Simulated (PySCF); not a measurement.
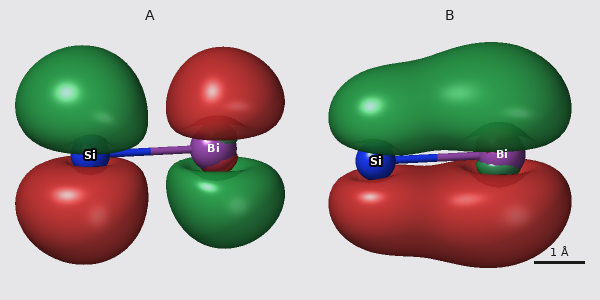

Figure. SiBi (charge +1, triplet). Two frontier α-spin orbitals, each drawn at the value that holds 80 % of its norm (green and red are the two phases), in no order; of a degenerate pair one member is drawn.

Core potentials replace the inner electrons of Bi.

All numbers below come from PySCF 2.14.0, PBE0/def2-SVP, non-relativistic Hamiltonian with scalar-relativistic core potentials where named, at a bond length of 2.618 Å.

> Name the orbitals and rank them from lowest to highest energy.

Orbital B: π, occupied in this spin, −12.33 eV; bonding, with no node between the atoms.
Orbital A: π, empty in this spin, −8.62 eV; antibonding, with a node between the atoms.
